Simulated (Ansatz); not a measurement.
**ClH₄NSi: single points off equilibrium**

How do the functionals fare away from a minimum? The structure is a displaced guess of a reacting structure.

The runs use Ansatz 0.2.0, Gaussian basis; single points in def2-TZVPP.

Correlated methods freeze the cores.

## (1) Starting geometry

7 atoms, charge 0, spin multiplicity 1.

Atoms are counted from 1 here; the program's logs count them from 0.

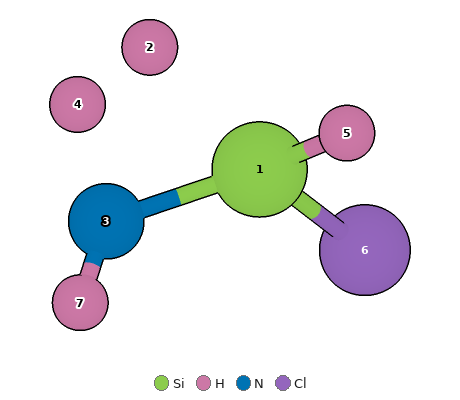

Start geometry, drawn with silicon green, hydrogen pink, nitrogen blue, chlorine purple; atoms are numbered from 1 in the order of the file.

Coordinates:

```xyz
7
ClH4NSi
Si   -0.6197   -0.1268    0.1256
H     0.6186    0.7844    1.1208
N     0.7143    0.3206   -0.8422
H     1.1322    0.9431    0.2603
H    -1.8568    0.2463    0.2435
Cl   -0.7104   -2.1341    0.6201
H     0.8189    0.1183   -1.7680
```

## (2) CCSD(T)/def2-TZVPP

Contents of run/in.yaml:

```yaml
crystal:
  periodic: [false, false, false]
  atoms:
    - {symbol: Si, position_ang: [-0.619700, -0.126800, 0.125600]}
    - {symbol: H, position_ang: [0.618600, 0.784400, 1.120800]}
    - {symbol: N, position_ang: [0.714300, 0.320600, -0.842200]}
    - {symbol: H, position_ang: [1.132200, 0.943100, 0.260300]}
    - {symbol: H, position_ang: [-1.856800, 0.246300, 0.243500]}
    - {symbol: Cl, position_ang: [-0.710400, -2.134100, 0.620100]}
    - {symbol: H, position_ang: [0.818900, 0.118300, -1.768000]}
basis:
  gaussian: {orbitals: def2-TZVPP}
correlation: {method: ccsd_t}
output: {forces: true}
```

The command line of these runs was not kept.

## (3) PBE0-D4/def2-TZVPP

Changes to run/in.yaml since step 2:

```diff
@@ -12,3 +12,3 @@
   gaussian: {orbitals: def2-TZVPP}
-correlation: {method: ccsd_t}
-output: {forces: true}
+hamiltonian: {xc: pbe0, dispersion: d4}
+output: {forces: true, orbitals: {seedname: orbitals}}
```

## (4) wB97M-V/def2-TZVPP

Changes to run/in.yaml since step 3:

```diff
@@ -12,3 +12,3 @@
   gaussian: {orbitals: def2-TZVPP}
-hamiltonian: {xc: pbe0, dispersion: d4}
-output: {forces: true, orbitals: {seedname: orbitals}}
+hamiltonian: {xc: {name: wB97M-V}}
+output: {forces: true}
```

## (5) r2SCAN-D4/def2-TZVPP

Changes to run/in.yaml since step 4:

```diff
@@ -12,3 +12,3 @@
   gaussian: {orbitals: def2-TZVPP}
-hamiltonian: {xc: {name: wB97M-V}}
+hamiltonian: {xc: r2scan, dispersion: d4}
 output: {forces: true}
```

## (6) PBE-D4/def2-TZVPP

Changes to run/in.yaml since step 5:

```diff
@@ -12,3 +12,3 @@
   gaussian: {orbitals: def2-TZVPP}
-hamiltonian: {xc: r2scan, dispersion: d4}
+hamiltonian: {xc: pbe, dispersion: d4}
 output: {forces: true}
```

## (7) SPW92/def2-TZVPP

Changes to run/in.yaml since step 6:

```diff
@@ -12,3 +12,3 @@
   gaussian: {orbitals: def2-TZVPP}
-hamiltonian: {xc: pbe, dispersion: d4}
+hamiltonian: {xc: lda}
 output: {forces: true}
```

## (8) r2SCAN0-D4/def2-TZVPP

Changes to run/in.yaml since step 7:

```diff
@@ -12,3 +12,3 @@
   gaussian: {orbitals: def2-TZVPP}
-hamiltonian: {xc: lda}
+hamiltonian: {xc: {name: r2SCAN0}, dispersion: d4}
 output: {forces: true}
```

(Steps that only read results are left out.)

Q: Predict the outcome of this session. Wanted: energy less free atoms, CCSD(T)/def2-TZVPP; RMS force component; RMS force error; HOMO and LUMO, PBE0-D4; T1 diagnostic.

The runs gave:

| quantity | value |
| --- | --- |
| energy less free atoms, CCSD(T)/def2-TZVPP | -1756.2 kJ/mol |
| RMS force component | 2.477 to 2.619 eV/Å over the methods |
| RMS force error | PBE0-D4 0.094, wB97M-V 0.096, r2SCAN-D4 0.095, PBE-D4 0.182, SPW92 0.178, r2SCAN0-D4 0.154 eV/Å |
| HOMO and LUMO, PBE0-D4 | -7.42 and -2.03 eV |
| T1 diagnostic | 0.015 |

In words: Against CCSD(T) the functionals' energies less atoms differ by -395.8 to -32.2 kJ/mol, PBE-D4 by -118.3 kJ/mol. A larger basis would deepen the CCSD(T) value, while the functionals are nearly converged already, so the order here is not reliable. The forces of PBE0-D4 come nearest to CCSD(T), those of PBE-D4 are farthest. Frozen-core CCSD(T) forces in triple zeta carry basis errors of their own, and this is one geometry, so small gaps rank nothing.
